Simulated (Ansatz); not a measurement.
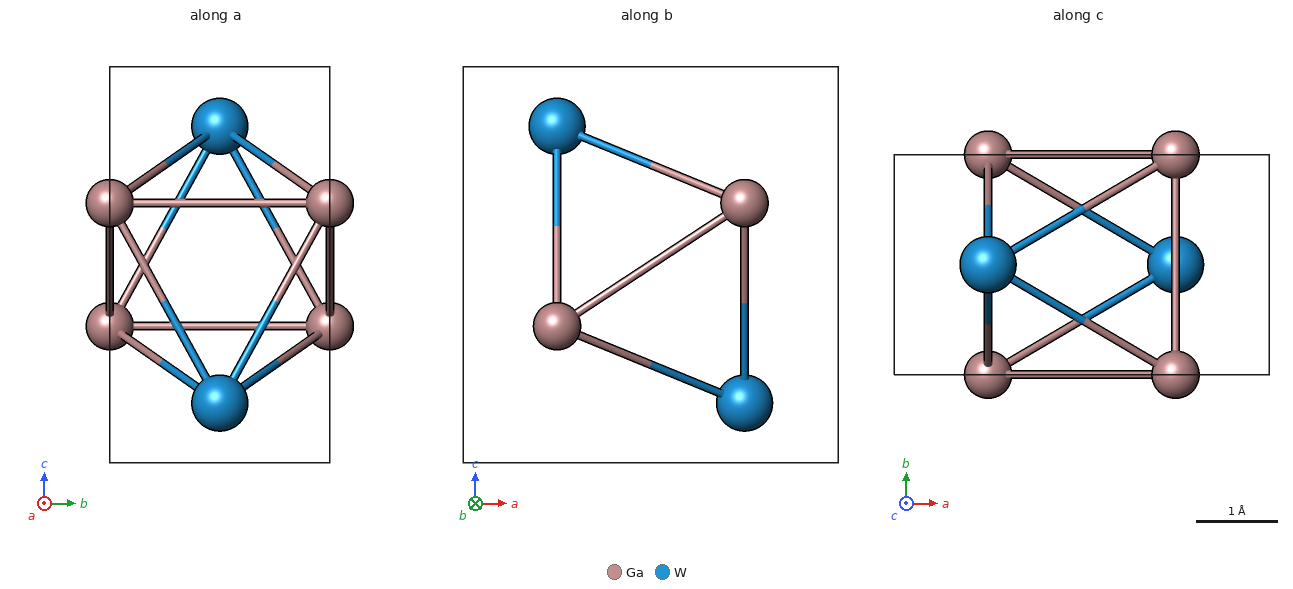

Ball-and-stick drawing of the structure, looking along the a axis, along the b axis and along the c axis. The conventional unit cell is outlined; an atom on or near a face, edge or corner is repeated at each equivalent position.

Lattice parameters: a = 4.6479 Å, b = 2.7276 Å, c = 4.9108 Å, α = 90.000°, β = 90.000°, γ = 90.000°.

Give the atomic positions as a CIF in P1 with every atom of the cell, with free fractional coordinates to two decimals.

```cif
data_structure
_symmetry_space_group_name_H-M 'P 1'
_symmetry_Int_Tables_number 1
_cell_length_a 4.6479
_cell_length_b 2.7276
_cell_length_c 4.9108
_cell_angle_alpha 90.000
_cell_angle_beta 90.000
_cell_angle_gamma 90.000
_cell_volume 62.26
loop_
_atom_site_label
_atom_site_type_symbol
_atom_site_fract_x
_atom_site_fract_y
_atom_site_fract_z
_atom_site_occupancy
Ga1 Ga 0.75 0.00 0.66 1
Ga2 Ga 0.25 0.00 0.34 1
W1 W 0.75 0.50 0.15 1
W2 W 0.25 0.50 0.85 1
```

The initial geometry was a textbook structure type filled with these elements (whether it is the usual form wasn't checked). It was relaxed with DFT PBE, scalar-relativistic, plane waves, PAW (Ansatz 0.2.0).
